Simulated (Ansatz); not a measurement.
# Decaying states in the gap of K2LiCl3, part 3 of 3

A new crystal, K2LiCl3: structure, gap and complex bands. It is built by putting Li for Na in the K2NaCl3 structure of space group P-3m1, with the volume rescaled by atomic radii. The parent structure comes from the Materials Project.

Ansatz 0.2.0; r2SCAN DFT, plane waves, PAW files (the session's first sound run).

So far, gap on the k-mesh (eV): step 3 (the bulk crystal and its band edges, r2SCAN) 5.86; step 6 (PBE, cutoff 420 eV) 5.20.

The structure was built from a prototype and need not be the compound's stable phase.

### 8. A check of the settings: basis.xc_grid = 3

This step: r2SCAN DFT, plane waves, PAW files; complex bands by layer matching along the plane's normal; changed: basis.xc_grid = 3 (Ansatz 0.2.0).

This run repeats an earlier one, its twin (the complex run, plane (001)), with one setting changed (basis.xc_grid; files written aside). It is meant to test whether the numerical route changes the result or only the time. Where the input is shown as a difference, that is against the step before, not the twin.

Contents of input.yaml:

```yaml
crystal:
  lattice:
    - [4.133285928, 0.0, 0.0]
    - [2.066642964, 3.579530614, 0.0]
    - [0.0, 0.0, 10.535084979]
  atoms:
    - { symbol: K, position: [0.6666666667, 0.6666666667, 0.6848287943] }
    - { symbol: K, position: [0.3333333333, 0.3333333333, 0.3151712057] }
    - { symbol: Li, position: [0.0, 0.0, 0.0] }
    - { symbol: Cl, position: [0.6666666667, 0.6666666667, 0.1297295142] }
    - { symbol: Cl, position: [0.3333333333, 0.3333333333, 0.8702704858] }
    - { symbol: Cl, position: [0.0, 0.0, 0.5] }
kpoints:
  mp_grid: { grid: [6, 6, 2] }
scf:
  occupations: { method: fixed }
hamiltonian:
  xc: r2scan
output:
  eigenvalues: true
  transmission:
    leads: [[0, 0]]
    kpoints: [[0.0, 0.0], [0.5, 0.0]]
    e_range: [-1.0, 6.86]
    de: 0.2
basis:
  xc_grid: 3
```

The run is started by

```sh
$ ansatz run input.yaml --threads 2 --pin off --max-ram 4096MiB --backend cpu --events-out ev --progress --plain --runs-dir out
```

Numbers of over 12 decimals in the logs are rounded to 6 here.

The program printed:

```text
[...]
Crystal: 6 atoms, lattice volume = 155.869 Å³
Basis set: ecut = 500 eV, 3981 PW (Γ), exchange–correlation on 96×96×240 points (27 copies of the dense FFT grid, shifted against one another)
Bands: 27, of which v1, the nominal top of the filled ones, is band 21 counted from 1 (20 counted from 0)
Symmetry: 12 space group operations
[...]
k-points: 14 of 72
[...]
SCF iter   1: F=—  HF=-6553.333449 eV  |F-HF|=—  |Δ(HF+E_count)|=         —  Δρ=4.12e-3  dr2=1.65e-2  dr2_τ=4.83e-3  ethr=1.77e-3  ⟨swp⟩=4.8  Hψ=1616  notcnv=0  defer=51
[...]
SCF iter   6: F=-6553.385810 eV  HF=-6553.385810 eV  |F-HF|=7.70e-9  |Δ(HF+E_count)|=   2.54e-7  Δρ=4.07e-6  dr2=2.59e-8  dr2_τ=7.50e-9  ethr=2.38e-10  ⟨swp⟩=12.6  Hψ=2030  notcnv=0
SCF 1 converged in 6 iterations: F = -6553.385810 eV  dr2 = 2.59e-8
[...]
transmission: 15 of 30 steps passed
transmission: 30 of 30 steps passed
SCF converged after 6 iterations
Free energy (F): -6553.385810 eV
[...]
Internal energy: -6553.385810 eV  (E = F + TS)
E sigma→0 (E₀):  -6553.385810 eV
Fermi energy:    0.860821 eV
[...]
--- Band table (eV; the first three rows and the last of 14) ---
  k-point 0: bands = [... 17 lower, 0.6002, 0.8003, 0.8003, 0.8608, 6.7201, 8.1227, 8.7570, 9.0371, ... 2 higher]
  k-point 1: bands = [... 17 lower, 0.7066, 0.7066, 0.7365, 0.7365, 7.2769, 7.5210, 8.4459, 9.0350, ... 2 higher]
  k-point 2: bands = [... 17 lower, 0.5239, 0.5741, 0.7743, 0.8218, 7.3384, 8.5435, 8.8316, 9.1572, ... 2 higher]
  k-point 13: bands = [... 17 lower, 0.0563, 0.1469, 0.6453, 0.6453, 9.0874, 9.4221, 9.4221, 9.6560, ... 2 higher]
--- Transmission ---
  basis      : 151 plane waves across, 15 finite elements along
  points     : 2, as listed
[...]
crystal 0  : K2Cl3Li1, at the sites [0, 0], period 10.5351 Å: whole cells are its period
[...]
channels       : 0.000000e0 a spin
[...]
slowest decay  : 0.4281 /Å at (0.0000, 0.0000)
```

Elapsed: 16 s, on 2 threads of Intel Xeon Platinum 8175M at 2.50GHz (Skylake/Cascade Lake), shared host; peak memory 0.78 GiB; 31 s of CPU time.

A gap read on the k-mesh alone can miss the band edges.

This step gave:

```
free energy                                               : -6553.3858 eV
Fermi energy                                              : 0.8608 eV
gap on the k-mesh                                         : 5.859 eV
level to which the leads are filled                       : 2.930 eV from the Fermi level
decay constant at the filling level, zone centre          : 0.4281 Å⁻¹
decay constant at the filling level, slowest listed point : 0.4281 Å⁻¹
```

K parallel (0, 0); values up to 1.5 1/Å, a degenerate pair printed once or twice; energies at which all values exceed this have no row. Table of Im kz of the slowest decaying states by energy, zero at the highest filled level on the SCF mesh:

| energy (eV) | decay 1 (Å⁻¹) | decay 2 (Å⁻¹) | decay 3 (Å⁻¹) | decay 4 (Å⁻¹) |
| --- | --- | --- | --- | --- |
| -1.00 | 0.695 | 1.33 | 1.35 | 1.41 |
| 0.00 | 0.00559 | 0.242 | 1.28 | 1.29 |
| 1.00 | 0.362 | 0.729 | 1.21 | 1.24 |
| 2.00 | 0.425 | 0.844 | 1.13 | 1.17 |
| 3.00 | 0.428 | 0.883 | 1.05 | 1.08 |
| 4.00 | 0.387 | 0.877 | 0.953 | 0.995 |
| 5.00 | 0.290 | 0.838 | 0.849 | 0.909 |
| 6.00 | 0.724 | 0.772 | 0.815 | 0.925 |

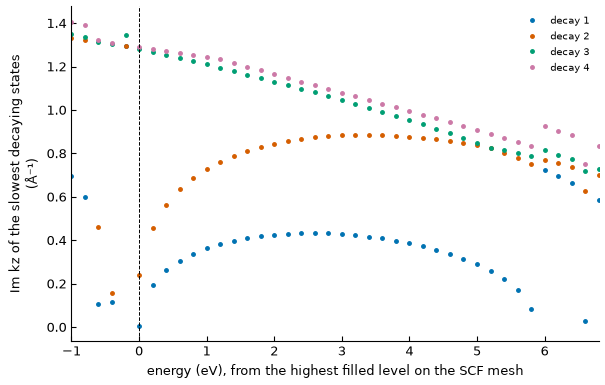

Im kz of the slowest decaying states, plotted against energy.

K parallel (0.5, 0); values up to 1.5 1/Å, a degenerate pair printed once or twice; energies at which all values exceed this have no row. Table of Im kz of the slowest decaying states by energy, zero at the highest filled level on the SCF mesh:

| energy (eV) | decay 1 (Å⁻¹) | decay 2 (Å⁻¹) | decay 3 (Å⁻¹) | decay 4 (Å⁻¹) |
| --- | --- | --- | --- | --- |
| -1.00 | 0.184 | 0.524 | 0.764 | 1.21 |
| 0.00 | 0.361 | 0.431 | 0.666 | 1.09 |
| 1.00 | 0.526 | 0.767 | 0.785 | 1.04 |
| 2.00 | 0.584 | 0.791 | 0.878 | 0.980 |
| 3.00 | 0.595 | 0.768 | 0.911 | 0.928 |
| 4.00 | 0.572 | 0.724 | 0.837 | 0.944 |
| 5.00 | 0.513 | 0.660 | 0.756 | 0.934 |
| 6.00 | 0.403 | 0.566 | 0.666 | 0.900 |

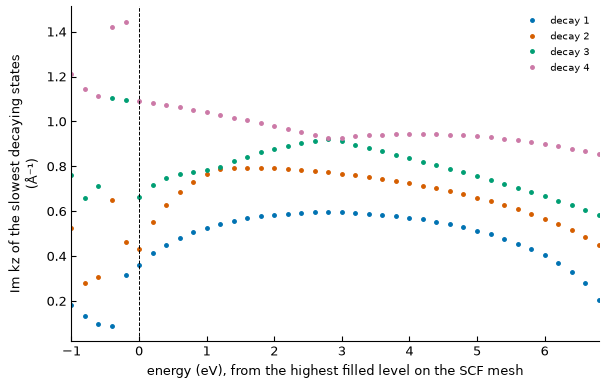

Im kz of the slowest decaying states against energy.

The energy agrees with the twin's within 2e-6 eV and the result to the printed digits, after as many cycles: the change makes no difference here.

### 9. Summary of results

```json
{
  "band gap": "5.86 eV",
  "least decay constant at mid-gap, normal to (001)": "0.428 Å⁻¹",
  "least decay constant on a mesh, normal to (001)": "0.429 Å⁻¹",
  "least decay constant, PBE": "0.404 Å⁻¹"
}
```

What this shows: With r2SCAN, the slowest decay at the wavevectors tried is κ = 0.428 Å⁻¹, normal to (001). Through such a film the transmission near mid-gap falls as exp(−2κd), a factor of ten every 2.7 Å. A free electron under a barrier of half the gap would need a mass of 0.24 mₑ to decay at this rate. With PBE the gap goes from 5.86 to 5.20 eV and the decay constant, over the first 2 listed wavevectors, from 0.428 to 0.404 Å⁻¹. The compound is made up by substitution; its stability against other phases and against distortions of the cell's symmetry was not tested. r2SCAN still narrows gaps, if less than LDA and GGA do, so real decay constants are likely larger.

[Logs are printed without paths, hosts, clocks, repeated set-up lines and the standing remarks that a program may print on its own settings, such as how far it seeks lower states.]

[Hosts, paths, dates, database ids (printed as entryN), source tags and the programs' standing remarks are cut or masked in the printed files.]

[New means built here by substitution; the compound itself may be known and measured.]
